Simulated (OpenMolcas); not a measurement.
# CH5NSi (SMILES C[Si]N): levels of theory compared

Wanted: a comparison of 6 runs (B3LYP/6-31G*, B3LYP/def2-SVPD, BHLYP/def2-SVPD, PBE/def2-SVPD, SVWN5/def2-SVPD, CCSD(T)/def2-SVPD) of CH5NSi. 

The calculation is run with OpenMolcas 26.06.

### Step 1. Starting point

The species is CH5NSi (8 atoms), meant as a singlet with charge 0. SMILES: `C[Si]N`. The C1–H5 distance was set to 1.422 Å, away from the relaxed value.

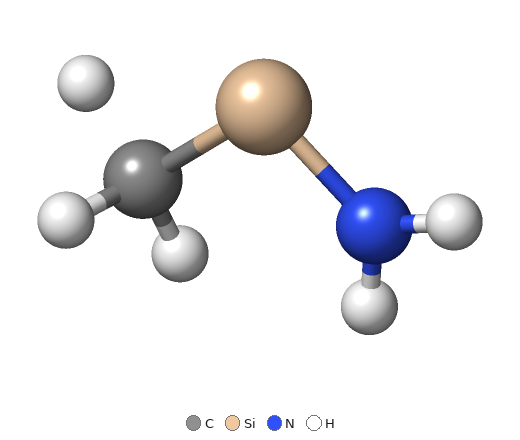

The structure, seen from a chosen angle (carbon grey, silicon light orange, nitrogen blue, hydrogen white).

### Step 2. A single-point energy at B3LYP/6-31G(d) (Cartesian functions) (run 1)

The input, calc.input:

```
* CH5NSi Kohn-Sham DFT
>>> EXPORT MOLCAS_PRINT=2
&GATEWAY
BasLib = $CurrDir
Coord
8
bohr
C     -1.30249562     1.12832712    -0.59997860
Si     1.76604166     0.80537293     1.25157506
N      1.70632631    -2.38486272     1.74857303
H     -1.99489127    -0.62250413    -1.45451275
H     -1.06297095     2.99219235    -2.52108362
H     -2.76023035     1.82809271     0.70015298
H      3.06503940    -3.26830968     2.74899404
H      0.37028994    -3.59674408     1.12420752
Basis = 6-31Gs
Group = NoSym
&SEWARD
GridInput
Grid=UltraFine
End of Grid
&SCF
KSDFT = B3LYP
Thresholds = 1e-10 1e-07 1e-07 1e-05
PrOrbitals = 1 2
```

The basis set 6-31G* is read from a file made from the Basis Set Exchange's data (not shown).

On the command line:

```console
$ export MOLCAS_MEM=1860
$ pymolcas calc.input > calc.log
```

The program printed:

```text
--- Start Module: gateway ---
[...]
--- Stop Module: gateway /rc=_RC_ALL_IS_WELL_ ---
--- Start Module: seward ---
[...]
      Basis functions           59
--- Stop Module: seward /rc=_RC_ALL_IS_WELL_ ---
[...]
--- Start Module: scf ---
[...]
       Convergence after  13 Iterations
[...]
::    Total KS-DFT energy                            -385.3184717672
[...]
      Total spin, S                                     0.0000000000
[...]
      Total electronic charge=   32.000000
      Total            charge=   -0.000000
[...]
      Dipole Moment (debye):
      Origin of the operator (angstrom)=    0.4956   -0.0001    0.4743
                   X= -8.9903E-01               Y= -2.2911E+00               Z=  3.8508E-02           Total=  2.4615E+00
      Quadrupole Moment (debye*angstrom):
[...]
--- Stop Module: scf /rc=_RC_ALL_IS_WELL_ ---
[...]
```

Wall time 15 s (1 thread of Arm Neoverse V1, shared host); peak memory 0.39 GiB.

### Step 3. A single-point energy at B3LYP/def2-SVPD (run 2)

The input, test.inp:

```
* CH5NSi Kohn-Sham DFT
&gateway
baslib = $CurrDir
basisset
C.def2-SVPD....
C1 -0.689251 0.597085 -0.317495 angstrom
End of Basis
basisset
Si.def2-SVPD....
Si2 0.934549 0.426185 0.662305 angstrom
End of Basis
basisset
N.def2-SVPD....
N3 0.902949 -1.262015 0.925305 angstrom
End of Basis
basisset
H.def2-SVPD....
H4 -1.055651 -0.329415 -0.769695 angstrom
H5 -0.562500 1.583400 -1.334100 angstrom
H6 -1.460651 0.967385 0.370505 angstrom
H7 1.621949 -1.729515 1.454705 angstrom
H8 0.195949 -1.903315 0.594905 angstrom
End of Basis
&seward
gridinput
Grid=UltraFine
End of Grid
&scf
ksdft = B3LYP
thresholds = 1e-10 1e-07 1e-07 1e-05
prorbitals = 1
```

The basis set def2-SVPD is read from a file made from the Basis Set Exchange's data (not shown).

On the command line:

```console
$ export MOLCAS_MEM=1860
$ pymolcas test.inp > test.log
```

The program printed:

```text
--- Start Module: gateway ---
[...]
--- Stop Module: gateway /rc=_RC_ALL_IS_WELL_ ---
--- Start Module: seward ---
[...]
      Basis functions          104
--- Stop Module: seward /rc=_RC_ALL_IS_WELL_ ---
[...]
--- Start Module: scf ---
[...]
       Convergence after  13 Iterations
[...]
::    Total KS-DFT energy                            -385.1909951196
[...]
      Total spin, S                                     0.0000000000
[...]
      Total electronic charge=   32.000000
      Total            charge=   -0.000000
[...]
      Dipole Moment (debye):
      Origin of the operator (angstrom)=    0.4956   -0.0001    0.4743
                   X= -7.5444E-01               Y= -1.9321E+00               Z=  2.2599E-02           Total=  2.0743E+00
      Quadrupole Moment (debye*angstrom):
[...]
--- Stop Module: scf /rc=_RC_ALL_IS_WELL_ ---
[...]
```

Wall time 35 s (1 thread of Arm Neoverse V1, shared host); peak memory 0.59 GiB.

Run 3 isn't shown in full; the table further down has it.

### Step 4. A single-point energy at PBE/def2-SVPD (run 4)

The input, job.input:

```
>>> EXPORT MOLCAS_PRINT=2
&GATEWAY
BASLIB
$CurrDir
COORD
8
angstrom
C       -0.689251       0.597085      -0.317495
Si       0.934549       0.426185       0.662305
N        0.902949      -1.262015       0.925305
H       -1.055651      -0.329415      -0.769695
H       -0.562500       1.583400      -1.334100
H       -1.460651       0.967385       0.370505
H        1.621949      -1.729515       1.454705
H        0.195949      -1.903315       0.594905
BASIS
def2-SVPD
GROUP
NoSym
&SEWARD
GRIDINPUT
Grid=UltraFine
End of Grid
&SCF
KSDFT
PBE
THRESHOLDS
1e-10 1e-07 1e-07 1e-05
PRORBITALS
1
```

The basis set def2-SVPD is read from a file made from the Basis Set Exchange's data (not shown).

On the command line:

```console
$ export MOLCAS_MEM=1860
$ pymolcas job.input > job.log
```

The program printed:

```text
--- Start Module: gateway ---
[...]
--- Stop Module: gateway /rc=_RC_ALL_IS_WELL_ ---
--- Start Module: seward ---
[...]
      Basis functions          104
--- Stop Module: seward /rc=_RC_ALL_IS_WELL_ ---
[...]
--- Start Module: scf ---
[...]
       Convergence after  15 Iterations
[...]
::    Total KS-DFT energy                            -384.8936641903
[...]
      Total spin, S                                     0.0000000000
[...]
      Total electronic charge=   32.000000
      Total            charge=   -0.000000
[...]
      Dipole Moment (debye):
      Origin of the operator (angstrom)=    0.4956   -0.0001    0.4743
                   X= -8.2745E-01               Y= -2.0001E+00               Z= -2.9814E-02           Total=  2.1647E+00
      Quadrupole Moment (debye*angstrom):
[...]
--- Stop Module: scf /rc=_RC_ALL_IS_WELL_ ---
[...]
```

Run time: 38 s. Hardware: 1 thread of Arm Neoverse V1, shared host; peak memory 0.59 GiB.

Run 5 isn't shown in full; the table further down has it.

### Step 5. A single-point energy at CCSD(T)/def2-SVPD (Cholesky decomposition) (run 6)

The input, run.inp:

```
* CH5NSi CCSD(T)

&gateway
  baslib=$CurrDir
  coord
  8
  angstrom
  C       -0.689251       0.597085      -0.317495
  Si       0.934549       0.426185       0.662305
  N        0.902949      -1.262015       0.925305
  H       -1.055651      -0.329415      -0.769695
  H       -0.562500       1.583400      -1.334100
  H       -1.460651       0.967385       0.370505
  H        1.621949      -1.729515       1.454705
  H        0.195949      -1.903315       0.594905
  basis=def2-SVPD
  group=NoSym

&seward
  high

&scf
  thresholds=1e-10 1e-07 1e-07 1e-05
  prorbitals=1 2

&chcc
  frozen=7
  threshold=1e-08
  maxiterations=80

&cht3
  frozen=7
```

The basis set def2-SVPD is read from a file made from the Basis Set Exchange's data (not shown).

On the command line:

```console
$ export MOLCAS_MEM=1860
$ pymolcas run.inp > run.log
```

The program printed:

```text
--- Start Module: gateway ---
[...]
--- Stop Module: gateway /rc=_RC_ALL_IS_WELL_ ---
[...]
      Basis functions          104
[...]
       Convergence after  13 Iterations
[...]
::    Total SCF energy                               -383.9609282363
[...]
      Total spin, S                                     0.0000000000
[...]
      Total electronic charge=   32.000000
      Total            charge=   -0.000000
[...]
      Dipole Moment (debye):
      Origin of the operator (angstrom)=    0.4956   -0.0001    0.4743
                   X= -8.9487E-01               Y= -2.0183E+00               Z= -1.0533E-02           Total=  2.2078E+00
      Quadrupole Moment (debye*angstrom):
[...]
--- Start Module: chcc ---
[...]
--- Stop Module: chcc /rc=_RC_ALL_IS_WELL_ ---
[...]
--- Start Module: cht3 ---
[...]
--- Stop Module: cht3 /rc=_RC_ALL_IS_WELL_ ---
[...]
```

Wall time 3.7 min (1 thread of Arm Neoverse V1, shared host); peak memory 0.17 GiB.

### Step 6. All runs side by side

```
run                                       level  Cartesian functions  integral approximation  energy (Eh)  dipole moment (D) of the reference  HOMO energy (eV)  LUMO energy (eV)  wall time
  1          B3LYP/6-31G* (Cartesian functions)                  yes                    none  -385.318472                                2.46             -5.70             -1.05       15 s
  2                             B3LYP/def2-SVPD                   no                    none  -385.190995                                2.07             -5.94             -1.34       35 s
  3                             BHLYP/def2-SVPD                   no                    none  -385.101542                                2.06             -7.07             -0.19       35 s
  4                               PBE/def2-SVPD                   no                    none  -384.893664                                2.16             -5.05             -1.99       38 s
  5                             SVWN5/def2-SVPD                   no                    none  -383.174525                                2.15             -5.10             -2.13       28 s
  6  CCSD(T)/def2-SVPD (Cholesky decomposition)                   no                 CD high  -384.448301                                2.21             -8.51              2.11    3.7 min
```

### Step 7. What came out

| quantity | value |
| --- | --- |
| run 6: total energy | -384.44830 Eh |
| run 6: dipole moment (mean-field density) | 2.21 D |
| run 6: HOMO energy (Hartree–Fock orbitals) | -8.51 eV |
| run 6: LUMO energy (Hartree–Fock orbitals) | 2.11 eV |
| run 6: HOMO–LUMO gap (Hartree–Fock orbitals) | 10.62 eV |
| run 6: correlation energy (7 core orbitals frozen) | -487.4 mEh |
| run 6: (T) correction | -16.83 mEh |

What this shows: Over runs 1, 2, 3, 4, 5 the dipole moment (its size) runs from 2.06 D (BHLYP/def2-SVPD) to 2.46 D (B3LYP/6-31G*). The two ends differ in method and basis. Over runs 1, 2, 3, 4, 5 the HOMO–LUMO gap runs from 2.97 eV (SVWN5/def2-SVPD) to 6.88 eV (BHLYP/def2-SVPD). Totals of different functionals can't be ranked against each other. All runs together took 6.2 min, the longest 3.7 min.
